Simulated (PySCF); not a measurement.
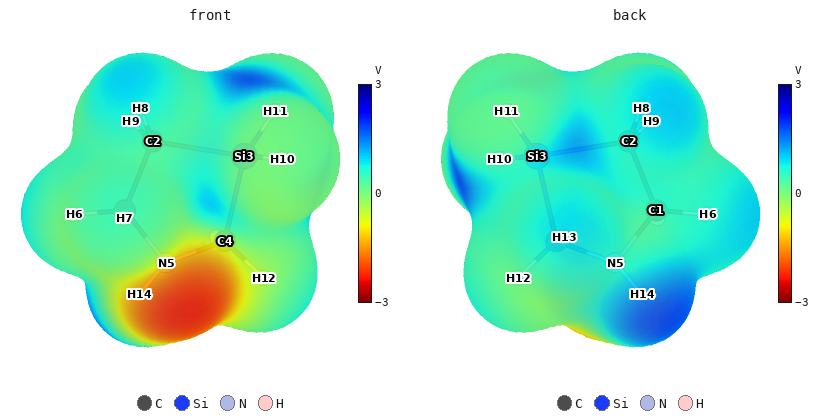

*C$_{3}$H$_{9}$NSi (SMILES C1C[SiH2]CN1). The electrostatic potential painted on the density surface at 0.004 e/bohr³, seen from the front and from behind; red is negative and blue positive.*

Geometry: GFN2-xTB.

The calculation used PBE0/pcSseg-1, SCF density, in a tetrahydrofuran solvent model, non-relativistic (PySCF 2.14.0).

Input

```
{"job": {"kind": "nmr", "xc": "PBE0", "basis": "pcSseg-1", "solvent": "tetrahydrofuran", "pop": false}, "charge": 0, "multiplicity": 1}
C      0.683476    -1.125995    -0.210023
C      1.279502     0.269392     0.011967
Si    -0.172358     1.446510    -0.331636
C     -1.381274     0.125902     0.318303
N     -0.768879    -1.149167    -0.025601
H      1.169403    -1.861505     0.441275
H      0.879390    -1.433144    -1.246607
H      2.155638     0.409510    -0.615780
H      1.607710     0.374914     1.047402
H     -0.349065     1.744470    -1.753419
H     -0.153261     2.666817     0.476896
H     -2.375087     0.159819    -0.135064
H     -1.525430     0.248721     1.403228
H     -1.049767    -1.876245     0.619058
```

Command:

```sh
OMP_NUM_THREADS=1 python ens_run.py task.json out
```

**Describe the electrostatic potential map.**

The most negative region (about −2.3 V) lies over N5, the most positive (about +1.8 V) over Si3 and H14. N5 is the likeliest acceptor of a hydrogen bond.

**How polar is the molecule by this calculation?**

Its dipole moment is 1.54 D.
